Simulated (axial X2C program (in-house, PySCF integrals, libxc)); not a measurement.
## Relativistic diatomic calculation, with input and output: RuCl

- system: RuCl, single determinant with M_S = 3/2 and |Λ| = 2.
- method: HF, spin-free X2C-1e, Ru dyall-cv3z, Cl dyall-av3z (cores contracted) (axial X2C program (in-house, PySCF integrals, libxc))

**Input**
```
{"zs": [44, 17], "q": 0, "bas": ["dyall-cv3z", "dyall-av3z"], "levels": ["PBE0", "HF", "M06"], "cc": true, "r0": 2.24, "thr": -2.0, "nmax": 90, "npts": 10, "nst": 2, "ntry": 6}
```

The line is the task of a batch: nuclear charges, charge, bases, the levels to run, a first guess of the distance and further settings. This report covers HF without spin-orbit coupling. The log is that of the reference distance 2.24 Å.

Hardware: 1 thread of Intel Xeon (Sapphire Rapids), 192 GiB of memory available, shared host.

Launched within a batch (the task file carries these settings):
```bash
python <driver script> task.json out
```

**The program's output**
```
spin-free X2C-1e  HF
basis functions 212  fitting functions 979  grid points 5077
iter        total energy     max residual
   1      -4988.985745313     3.21e-01
   2      -4989.018889738     6.35e-03
   3      -4989.021338292     3.91e-03
   4      -4989.021839777     1.83e-03
   5      -4989.022071774     1.21e-03
   6      -4989.022161697     8.24e-04
   7      -4989.022205483     4.78e-04
   8      -4989.022221241     1.86e-04
   9      -4989.022223006     1.19e-04
  10      -4989.022224502     8.98e-05
  11      -4989.022225540     8.53e-05
  12      -4989.022226698     6.96e-05
  13      -4989.022227896     3.70e-05
  14      -4989.022228293     7.94e-06
  15      -4989.022228311     2.31e-06
  16      -4989.022228311     6.35e-07
converged
one-electron -7236.94507599  Coulomb 2231.54246694  exact exchange -160.32700935  xc functional 0.00000000  nuclear repulsion 176.70739008
correlated 15  virtual 289  natural virtual 90  E(MP2) -0.413149209  MP2 remainder -0.038514356
iter   CCSD correlation   residual
   1     -0.382147843   1.05e-01
   2     -0.388585445   4.24e-02
   3     -0.390632048   2.11e-02
   4     -0.390828895   9.86e-03
   5     -0.390934260   4.26e-03
   6     -0.390971921   1.78e-03
   7     -0.390974753   7.26e-04
   8     -0.390978327   3.41e-04
   9     -0.390974181   1.62e-04
  10     -0.390975000   7.31e-05
  11     -0.390974690   2.76e-05
  12     -0.390974987   1.28e-05
  13     -0.390974936   6.16e-06
  14     -0.390974949   2.60e-06
(T) -0.015369586890774016  T1 0.0265  D1 0.0579  max T2 0.046
```

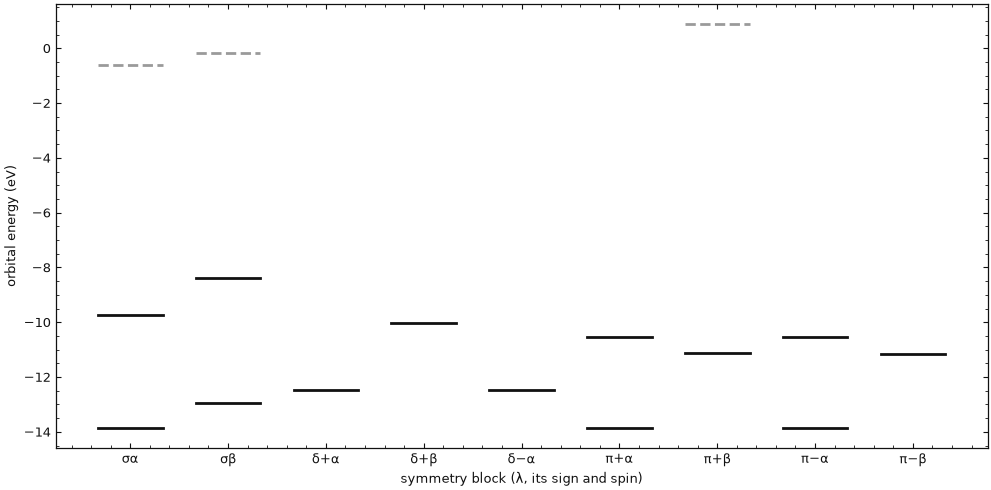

Fig. 1: Orbital energies near the frontier at 2.24 Å, filled (solid) and empty (dashed); a label such as π−α means λ = −1 and α spin. The highest filled orbital (σβ; 56 % Ru d, 22 % Cl p) lies at −8.39 eV, the lowest empty one (σα; 56 % Ru s, 35 % Ru p) at −0.60 eV.

**Outcome**

- outcome: not converged in a step after the SCF shown
- largest ⟨S²⟩ along the curve: 3.77
- wall time: 1.9 s

**What went wrong**

The SCF whose log is shown converged, but a later step did not. The run therefore gave no full result. Hartree–Fock lacks correlation, so it usually binds too weakly.
